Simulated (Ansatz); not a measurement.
## Work function of Re(0001): what the settings cost and change

Aim: the numerical settings behind the work function of Re(0001), with the cost of each.

Method: plane-wave DFT, PBE, Ansatz PAW, in Ansatz 0.2.0.

Experimental background.

For Re (clean (0001) face, a compiled value), “Anisotropic work function of elemental crystals” (2019, arxiv:1902.07811) quotes earlier work: work function (clean (0001) face, a compiled value) 5.15 eV.

This is a report of a sequence of runs, with most program output left out.

**1. The starting structure**

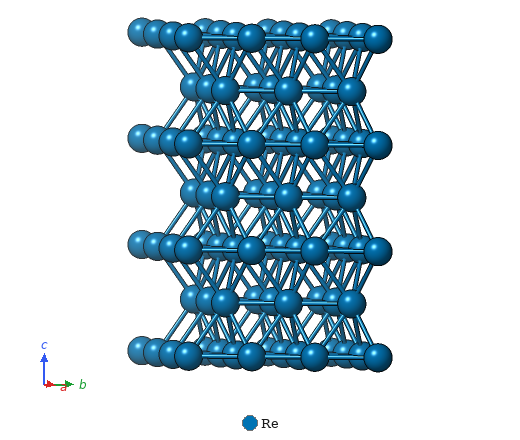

The cell as given, from the side, with the c axis up (rhenium blue). 3×3×1 cells are drawn. Some periodic images of atoms are drawn too.

The cell holds 7 atoms: 7 Re. Its edges and angles: a = 2.760 Å, b = 2.760 Å, c = 31.372 Å, α = 90.0°, β = 90.0°, γ = 60.0°. Vacuum lies along c.

**2. Slab, setting cutoff 200 eV**

A work function rests on the faint tail of the density, so the SCF threshold is tight. The cutoff is raised first; then mesh and smearing are varied at the default cutoff.

Contents of input.yaml:

```yaml
crystal:
  lattice:
    - [2.76, 0.0, 0.0]
    - [1.38, 2.3902301144, 0.0]
    - [0.0, 0.0, 31.3722]
  atoms:
    - { symbol: Re, position: [0.0, 0.0, 0.2868781915] }
    - { symbol: Re, position: [0.6666666667, 0.6666666667, 0.3579187943] }
    - { symbol: Re, position: [0.0, 0.0, 0.4289593972] }
    - { symbol: Re, position: [0.6666666667, 0.6666666667, 0.5] }
    - { symbol: Re, position: [0.0, 0.0, 0.5710406028] }
    - { symbol: Re, position: [0.6666666667, 0.6666666667, 0.6420812057] }
    - { symbol: Re, position: [0.0, 0.0, 0.7131218085] }
kpoints:
  mp_grid: { grid: [17, 17, 1] }
hamiltonian:
  xc: pbe
scf:
  occupations: { method: fermi_dirac, width: 0.1 }
  convergence: { dr2_threshold: 1.0e-09 }
efield:
  axis: 3
  dipole_correction: true
  ramp_position: 0.97
  ramp_width: 0.06
basis:
  ecutwfc: "200 eV"
output:
  write_potential: true
  write_density: true
  volumetric_format: npy
  elf: true
```

Launch:

```bash
$ ansatz run input.yaml --threads 2 --pin off --max-ram 3072MiB --backend cpu --events-out ev --progress --plain --runs-dir out
```

Wall time 13 s (2 threads of Arm Neoverse V2, shared host); peak memory 0.41 GiB.

This step gave:

* energy at zero smearing: -76026.5516 eV
* work function, upper face: 5.294 eV

Running mean over 2.2287 Å of the planar mean; the ramp of the sawtooth is left out. Electron's electrostatic potential energy less the Fermi level against z:

```
z (Å)  electron's electrostatic potential energy less the Fermi level (eV)
    4                                                                 5.22
    6                                                                 4.97
    8                                                                -6.41
   10                                                                -13.8
   12                                                                -13.9
   14                                                                -13.8
   16                                                                -13.8
   18                                                                -13.8
   20                                                                -13.9
   22                                                                -13.7
   24                                                                 1.13
   26                                                                 5.11
   28                                                                 5.24
```

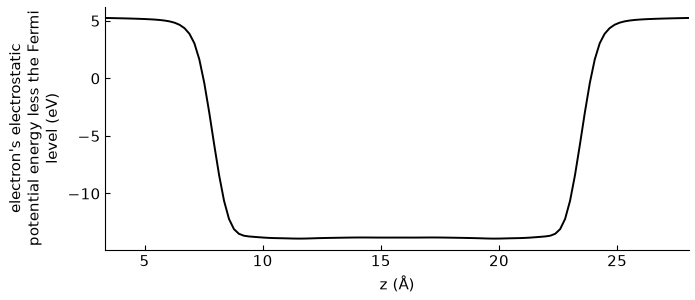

Electron's electrostatic potential energy less the Fermi level, plotted against z.

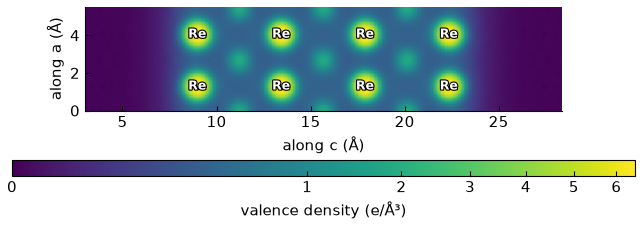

Valence density in the ca plane at fractional y = 0.000, with atoms of Re within 0.2 Å of it. It is the smooth field of the valence electrons, not physical close to the nuclei. The map starts off the cell's origin, so that atoms lie inside it. The colour scale is stretched toward low values. The far vacuum is left out of the map.

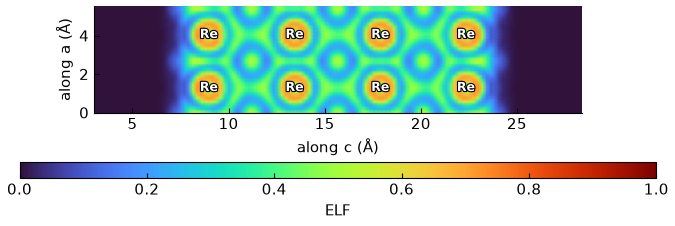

ELF in the ca plane at fractional y = 0.000, with atoms of Re within 0.2 Å of it. It is the smooth field of the valence electrons, not physical close to the nuclei. The map starts off the cell's origin, so that atoms lie inside it. The far vacuum is left out of the map.

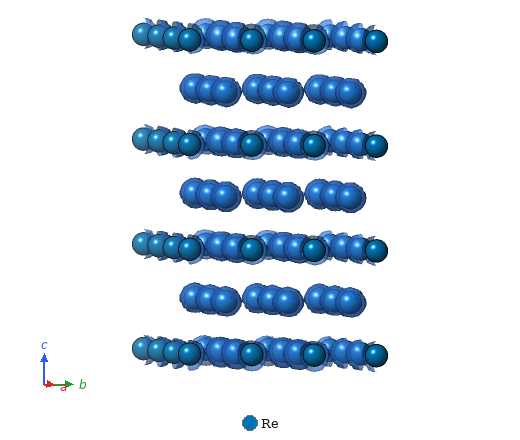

Surface of ELF = 0.65. 3×3×1 cells are drawn.

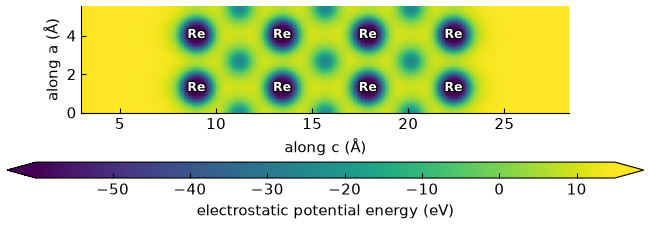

Electrostatic potential energy in the ca plane at fractional y = 0.000, with atoms of Re within 0.2 Å of it. With pseudopotentials it is smooth inside the atoms' cores, unlike the true potential. The map starts off the cell's origin, so that atoms lie inside it. The far vacuum is left out of the map.

The work function is 5.294 eV. The program marks this work function as in doubt.

**3. Slab**

input.yaml: that of step 2 with these lines changed.

```diff
@@ -26,3 +26,3 @@
 basis:
-  ecutwfc: "200 eV"
+  ecutwfc: "300 eV"
 output:
@@ -31,2 +31 @@
   volumetric_format: npy
-  elf: true
```

Wall time 20 s (2 threads); peak memory 0.52 GiB; 39 s of CPU time.

The work function is 5.029 eV, -0.265 eV from the run “cutoff 200 eV”, at 1.5 times its CPU time.

**4. Run**

input.yaml: that of step 3 with these lines changed.

```diff
@@ -26,3 +26,3 @@
 basis:
-  ecutwfc: "300 eV"
+  ecutwfc: "420 eV"
 output:
```

It took 26 s on 2 threads; peak memory 0.71 GiB.

The work function is 5.030 eV, -0.265 eV from the run “cutoff 200 eV”, at 2.0 times its CPU time.

**5. Slab**

input.yaml: that of step 4 with these lines changed.

```diff
@@ -26,3 +26,3 @@
 basis:
-  ecutwfc: "420 eV"
+  ecutwfc: "600 eV"
 output:
```

Run time: 44 s. Hardware: 2 threads; peak memory 1 GiB; 87 s of CPU time.

The work function is 5.029 eV, -0.000 eV from the run “cutoff 420 eV”, at 1.7 times its CPU time.

**6. Slab**

input.yaml: that of step 5 with these lines changed.

```diff
@@ -14,3 +14,3 @@
 kpoints:
-  mp_grid: { grid: [17, 17, 1] }
+  mp_grid: { grid: [3, 3, 1] }
 hamiltonian:
@@ -25,4 +25,2 @@
   ramp_width: 0.06
-basis:
-  ecutwfc: "600 eV"
 output:
```

It took 2.7 s on 2 threads; peak memory 0.41 GiB; 5.2 s of CPU time.

The work function is 5.032 eV, +0.002 eV from the run “cutoff 420 eV”, at 0.099 times its CPU time.

**7. Slab**

input.yaml: that of step 6 with these lines changed.

```diff
@@ -14,3 +14,3 @@
 kpoints:
-  mp_grid: { grid: [3, 3, 1] }
+  mp_grid: { grid: [6, 6, 1] }
 hamiltonian:
```

Wall time 5.8 s (2 threads); peak memory 0.46 GiB; 11 s of CPU time.

The work function is 5.001 eV, -0.028 eV from the run “cutoff 420 eV”, at 0.21 times its CPU time.

**8. Run**

input.yaml: that of step 7 with these lines changed.

```diff
@@ -14,3 +14,3 @@
 kpoints:
-  mp_grid: { grid: [6, 6, 1] }
+  mp_grid: { grid: [11, 11, 1] }
 hamiltonian:
```

The job ended after 14 s (2 threads; peak memory 0.53 GiB; 27 s of CPU time).

The work function is 5.051 eV, +0.022 eV from the run “cutoff 420 eV”, at 0.52 times its CPU time.

**9. Run**

input.yaml: that of step 8 with these lines changed.

```diff
@@ -14,3 +14,3 @@
 kpoints:
-  mp_grid: { grid: [11, 11, 1] }
+  mp_grid: { grid: [26, 26, 1] }
 hamiltonian:
```

Elapsed: 59 s, on 2 threads; peak memory 1.1 GiB.

The work function is 5.029 eV, -0.000 eV from the run “cutoff 420 eV”, at 2.2 times its CPU time.

**10. Slab**

input.yaml: that of step 9 with these lines changed.

```diff
@@ -14,3 +14,3 @@
 kpoints:
-  mp_grid: { grid: [26, 26, 1] }
+  mp_grid: { grid: [17, 17, 1] }
 hamiltonian:
@@ -18,3 +18,3 @@
 scf:
-  occupations: { method: fermi_dirac, width: 0.1 }
+  occupations: { method: gaussian, width: 0.05 }
   convergence: { dr2_threshold: 1.0e-09 }
```

Elapsed: 27 s, on 2 threads; peak memory 0.71 GiB.

The work function is 5.031 eV, +0.001 eV from the run “cutoff 420 eV”, at 1.0 times its CPU time.

**11. Slab**

input.yaml: that of step 10 with these lines changed.

```diff
@@ -18,3 +18,3 @@
 scf:
-  occupations: { method: gaussian, width: 0.05 }
+  occupations: { method: methfessel_paxton, width: 0.2 }
   convergence: { dr2_threshold: 1.0e-09 }
```

It took 28 s on 2 threads; peak memory 0.71 GiB; 56 s of CPU time.

The work function is 5.028 eV, -0.001 eV from the run “cutoff 420 eV”, at 1.1 times its CPU time.

**12. Run**

input.yaml: that of step 11 with these lines changed.

```diff
@@ -18,3 +18,3 @@
 scf:
-  occupations: { method: methfessel_paxton, width: 0.2 }
+  occupations: { method: fermi_dirac, width: 0.3 }
   convergence: { dr2_threshold: 1.0e-09 }
```

It took 32 s on 2 threads; peak memory 0.77 GiB.

The work function is 5.040 eV, +0.011 eV from the run “cutoff 420 eV”, at 1.2 times its CPU time.

**13. Slab**

input.yaml: that of step 12 with these lines changed.

```diff
@@ -18,3 +18,3 @@
 scf:
-  occupations: { method: fermi_dirac, width: 0.3 }
+  occupations: { method: cold, width: 0.1 }
   convergence: { dr2_threshold: 1.0e-09 }
```

Run time: 28 s. Hardware: 2 threads; peak memory 0.71 GiB; 56 s of CPU time.

The work function is 5.030 eV, +0.000 eV from the run “cutoff 420 eV”, at 1.1 times its CPU time.

**14. The series together**

Times are for 2 threads of Arm Neoverse V2, shared host. The series side by side:

```
no.                            setting  work function, upper face (eV)   time  memory (GiB)
  1                      cutoff 200 eV                           5.294   13 s          0.41
  2                      cutoff 300 eV                           5.029   20 s          0.52
  3                      cutoff 420 eV                           5.030   26 s          0.71
  4                      cutoff 600 eV                           5.029   44 s           1.0
  5                           mesh 3x3                           5.032  2.7 s          0.41
  6                           mesh 6x6                           5.001  5.8 s          0.46
  7                         mesh 11x11                           5.051   14 s          0.53
  8                         mesh 26x26                           5.029   59 s           1.1
  9          Gaussian smearing 0.05 eV                           5.031   27 s          0.71
 10  methfessel_paxton smearing 0.2 eV                           5.028   28 s          0.71
 11        fermi_dirac smearing 0.3 eV                           5.040   32 s          0.77
 12               cold smearing 0.1 eV                           5.030   28 s          0.71
```

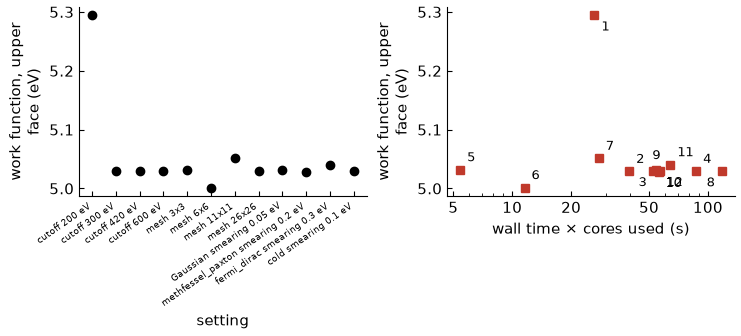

The series as plots; the last panel sets the first result against cost, with the runs numbered as in the table.

**15. A changed input**

An input spoilt on purpose, to show how the run answers: it repeats the earlier run “cutoff 200 eV” with efield.ramp_width from 0.06 to 0.9, and scf.max_iter set to 100; its output block differs too.

input.yaml: that of step 13 with these lines changed.

```diff
@@ -18,4 +18,5 @@
 scf:
-  occupations: { method: cold, width: 0.1 }
+  occupations: { method: fermi_dirac, width: 0.1 }
   convergence: { dr2_threshold: 1.0e-09 }
+  max_iter: 100
 efield:
@@ -24,3 +25,5 @@
   ramp_position: 0.97
-  ramp_width: 0.06
+  ramp_width: 0.9
+basis:
+  ecutwfc: "200 eV"
 output:
```

It took 0.13 s on 2 threads; peak memory 0.23 GiB.

The program refused the input before any cycle.

The program's message: “Error: efield: ion 0 (Re) at fractional coordinate 0.2869 along the field axis lies inside the sawtooth ramp with 2 of the planes that the density is read on at each end, [0.9567, 0.8833] — the ramp m …”

The fault put into the input: a ramp so wide that it reaches the atoms.

**16. What came out**

```yaml
work_function_cutoff_200_ev: 5.294 eV
work_function_cutoff_420_ev: 5.030 eV
work_function_cutoff_600_ev: 5.029 eV
work_function_mesh_6x6: 5.001 eV
```

What this shows: The run at the highest cutoff gives 5.03 eV, and the settings tried spread the value from 5.00 to 5.29 eV. Against 600 eV, a cutoff of 200 eV is off by +0.265 eV. Against 600 eV, a cutoff of 420 eV is off by +0.000 eV. Against the finest mesh, 26 points along a, the coarser ones are off by +0.00 (3), -0.03 (6) and +0.02 (11) eV. The smearing schemes and widths spread it over 0.01 eV. The program marks the value as in doubt in “cutoff 200 eV”. The ladder's slabs use the tabulated experimental lattice constant (two decimals; a low-temperature value for the alkali metals). In 1 run of the series (cutoff 200 eV) the program warns that electrons reach the sawtooth's ramp, which makes dipole and work function less sure.

Calculation against experiment:

| quantity | measured | cutoff 600 eV |
| --- | --- | --- |
| work function (clean (0001) face, a compiled value) (eV) | 5.15 | 5.03 (-0.12 eV) |

Measured values from arxiv:1902.07811 (2019).

**Verdict.** The work function is off by -0.12 eV: good agreement. The grades are ours: good and fair within 3 and 7 % for the work function. No cell relaxation is part of this session.

[Logs are printed without paths, hosts, clocks, repeated set-up lines and the standing remarks that a program may print on its own settings, such as how far it seeks lower states.]

[Hosts, paths, dates, database ids (printed as entryN), source tags and the programs' standing remarks are cut or masked in the printed files.]

[Maps of the electrostatic potential energy from Ansatz leave out the sawtooth potential of an applied field or a dipole correction, so their vacuum need not be flat; planar profiles and work functions include it.]
